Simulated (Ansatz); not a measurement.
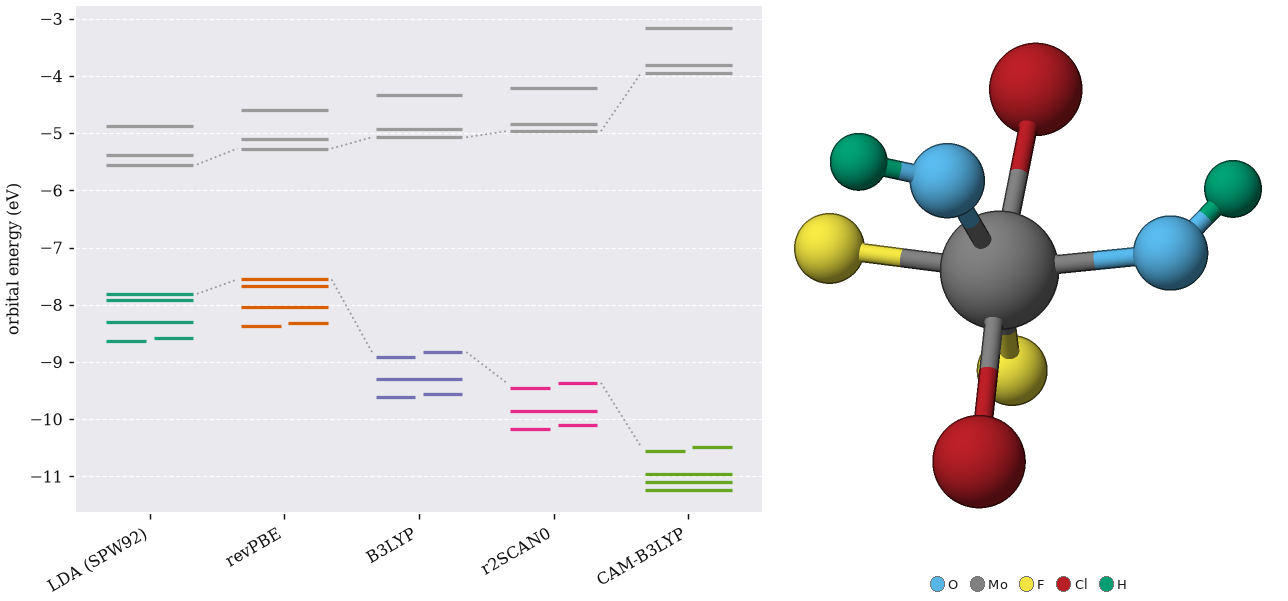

Frontier orbital energies of MoH₂O₂Cl₂F₂, SMILES [OH][Mo]([OH])([F])([F])([Cl])[Cl], singlet at one geometry, def2-TZVPP, the Ansatz code, at a PBE0-D4/def2-TZVP geometry (a minimum by its frequencies). Empty levels are grey, levels within 0.1 eV stand side by side; all columns show the same few orbitals around the gap. Dotted lines join the HOMOs and the LUMOs.

Compare the HOMO-LUMO separations.

Answer. The separation grows from 2.26 eV (LDA (SPW92)) to 6.55 eV (CAM-B3LYP).

```csv
level,HOMO (eV),LUMO (eV),separation (eV)
LDA (SPW92),−7.81,−5.55,2.26
revPBE,−7.56,−5.27,2.29
B3LYP,−8.83,−5.07,3.76
r2SCAN0,−9.36,−4.97,4.40
CAM-B3LYP,−10.49,−3.94,6.55
```

Limits of at least one run: core potentials past krypton.
